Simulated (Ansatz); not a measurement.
CsCl-type PdIn, treated with PBE-D4 in Ansatz (plane waves, PAW).

Run with plane-wave cutoff 520 eV, 18×18×18 k mesh, Fermi–Dirac smearing 0.05 eV, scalar-relativistic PAW data made under PBE.

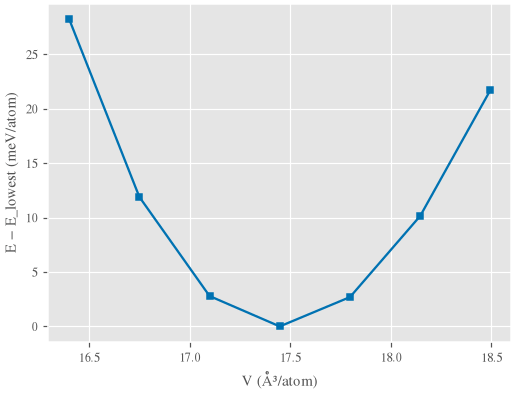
Fig. 1. Total energy against volume

### Question
From the curve, estimate the equilibrium volume and the bulk modulus.

### Answer
V0 ≈ 17.4 Å³/atom and B0 ≈ 130 GPa; the fit gives V0 = 17.443 Å³/atom, B0 = 126 GPa, B′ = 6.0.

Spin–orbit coupling is not included.

Ansatz is a first-principles code.
